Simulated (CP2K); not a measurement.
Band structure of LaAl2 (Fd-3m, 6 atoms in the cell).

```yaml
crystal:
  lattice:
    - [5.74802, 0.00000, 0.00000]
    - [2.87401, 4.97793, 0.00000]
    - [2.87401, 1.65931, 4.69324]
  atoms:
    - { symbol: La, position: [0.00000, 0.00000, 0.00000] }
    - { symbol: La, position: [0.25000, 0.25000, 0.25000] }
    - { symbol: Al, position: [0.62500, 0.62500, 0.62500] }
    - { symbol: Al, position: [0.12500, 0.62500, 0.62500] }
    - { symbol: Al, position: [0.62500, 0.62500, 0.12500] }
    - { symbol: Al, position: [0.62500, 0.12500, 0.62500] }
```

Level of theory: PBEsol, GPW, DZVP-MOLOPT-SR-GTH basis, GTH-PBE potentials (GTH_POTENTIALS) (CP2K 2026.2).

Settings: CUTOFF = 500 Ry; REL_CUTOFF = 60 Ry; SMEAR/METHOD = GAUSSIAN; SIGMA = 0.272 eV; KPOINTS/SCHEME = MONKHORST-PACK 5 5 5; XC_FUNCTIONAL = PBE:PBESOL; La/BASIS_SET = DZVP-MOLOPT-SR-GTH-q11; La/POTENTIAL = GTH-PBE-q11; Al/BASIS_SET = DZVP-MOLOPT-SR-GTH-q3; Al/POTENTIAL = GTH-PBE-q3; METHOD = GPW; EPS_DEFAULT = 1e-10; EXTRAPOLATION = USE_GUESS; NGRIDS = 5.

The starting cell comes from a database of computed structures (which also holds hypothetical and non-ambient phases and stackings), without a prior relaxation at this level. Values carry the incompleteness of an atom-centred basis. The potentials were made for another functional than the one used.

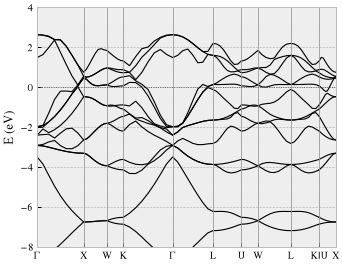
Bands along the path, energies from the Fermi level.

Levels in eV from the Fermi level, bands 13 to 18:
| point | 13 | 14 | 15 | 16 | 17 | 18 |
|---|---|---|---|---|---|---|
| Γ | -2.91 | -2.40 | -2.40 | -1.98 | -1.98 | -1.98 |
| X | -2.64 | -2.64 | -0.47 | -0.47 | 0.47 | 0.47 |
| W | -1.80 | -1.80 | -0.93 | -0.93 | 0.12 | 0.12 |
| K | -2.20 | -1.46 | -1.09 | -0.88 | 0.07 | 0.52 |
| L | -2.81 | -1.64 | -1.64 | -0.11 | 0.14 | 0.14 |
| U | -2.20 | -1.46 | -1.09 | -0.88 | 0.07 | 0.52 |

Bands cross the Fermi level along this path, so the cell is metallic at this level.

Higher empty bands are left out: an atom-centred basis made for the valence describes them poorly.
